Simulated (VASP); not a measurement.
Band structure of C (relaxed from the bcc structure, space group Im-3m). Method: r2SCAN meta-GGA, VASP's PBE PAW potentials (set 64) (plane waves; VASP 6.6.1).

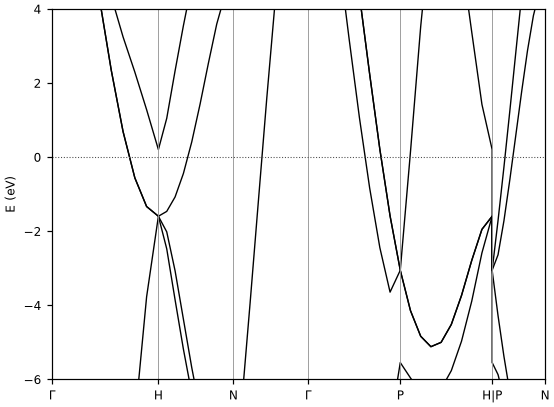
Figure. Bands along high-symmetry lines, zero at the valence-band maximum or, without a gap, the Fermi level

Problem. Read the plot: is there a gap, and where are the band edges?

Solution. It has no gap at this level: it comes out as a metal or semimetal.

The structure was generated: C was put into the bcc type (Im-3m), which need not be its known phase. It was relaxed first, which changed the volume by -7 %.
